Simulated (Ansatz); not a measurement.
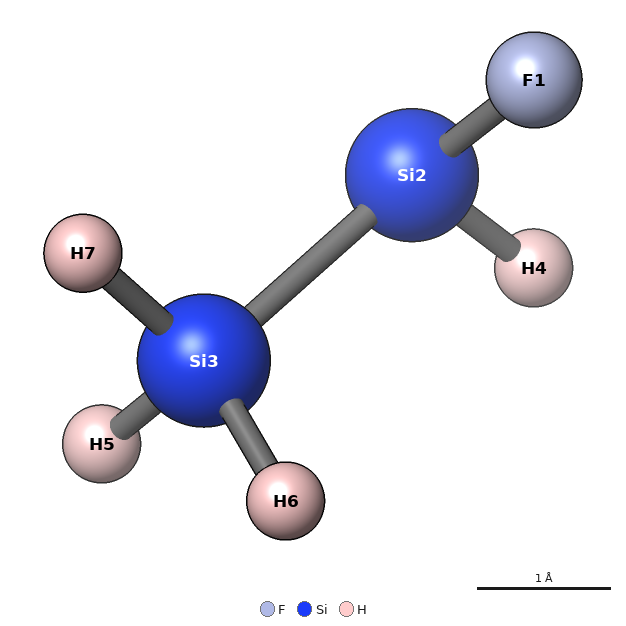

Orthographic view. Atoms fade into the background with distance from the viewer. State: neutral, doublet. The computed structure is the end point of a PBE0-D4/def2-TZVP optimisation. No frequency run is at hand to confirm it as a minimum.

Write a Z-matrix (Å, degrees) in the order of the atom numbers, with these reference atoms: 2 to 1; 3 to 2, 1; 4 to 2, 1, 3; 5 to 3, 2, 4; 6 to 3, 5, 2; 7 to 3, 5, 6.

```
F  
Si   1   1.610
Si   2   2.341   1   111.0
H    2   1.493   1   106.8   3  -124.8
H    3   1.487   2   106.5   4   -58.2
H    3   1.489   5   109.3   2  -122.5
H    3   1.485   5   109.4   6  -119.4
```
